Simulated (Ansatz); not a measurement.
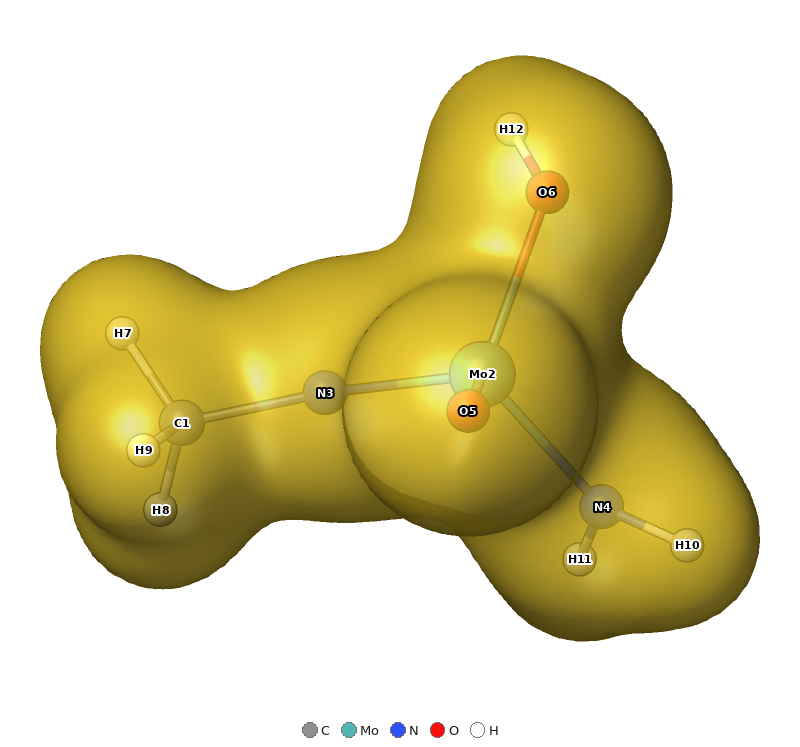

CH$_{6}$MoN$_{2}$O$_{2}$ (SMILES C[N]=[Mo]([NH2])(=[O])[OH]). Isosurface of the electron density at 0.1 e/Å³ (yellow), seen at a tilt.

Geometry: PBE0-D4/def2-SVP; core potentials replace the inner electrons of Mo.

Method: isolated molecule in a Gaussian basis; Kohn-Sham density functional theory, functional PBE0 (Ansatz 0.2.0).

The calculation's input:

```
crystal:
  periodic: [false, false, false]
  atoms:
    - symbol: C
      position_ang: [1.598741, 0.161845, -1.516386]
    - symbol: Mo
      position_ang: [-0.414431, 0.959921, 0.638987]
    - symbol: N
      position_ang: [0.959491, 0.478726, -0.290389]
    - symbol: "N"
      position_ang: [-0.715524, -0.504159, 1.865077]
    - symbol: O
      position_ang: [-1.758377, 1.177916, -0.353172]
    - symbol: O
      position_ang: [-0.027139, 2.564061, 1.560008]
    - symbol: H
      position_ang: [2.456051, 0.834935, -1.690999]
    - symbol: H
      position_ang: [1.995116, -0.867979, -1.480631]
    - symbol: H
      position_ang: [0.912271, 0.238313, -2.378636]
    - symbol: H
      position_ang: [-1.624731, -0.678530, 2.285453]
    - symbol: H
      position_ang: [-0.082409, -1.279162, 2.030537]
    - symbol: H
      position_ang: [0.864511, 2.904524, 1.683557]
basis:
  gaussian: {orbitals: def2-SVPD}
total_charge: 0
hamiltonian: {xc: {name: PBE0}}
output: {forces: true, orbitals: {seedname: orbitals}}
```

Launched as:

```sh
ansatz run input.yaml --threads 2 --pin off --max-ram 6090MiB --events-out events.jsonl --progress --plain --runs-dir runs
```

Question: Which contacts does the surface bridge?

Answer: At this value the surface is in one piece. It bridges the sampled C–N (1.42 Å), Mo–O (1.68 Å), Mo–N (1.73 Å) and O–H (0.96 Å) contacts, where the density stays above the isovalue. On the grid the lowest density along these lines, outside the cores, is 1.9 e/Å³ (C–N, 1.42 Å), 1.9 e/Å³ (Mo–O, 1.68 Å), 1.6 e/Å³ (Mo–N, 1.73 Å) and 2.4 e/Å³ (O–H, 0.96 Å).
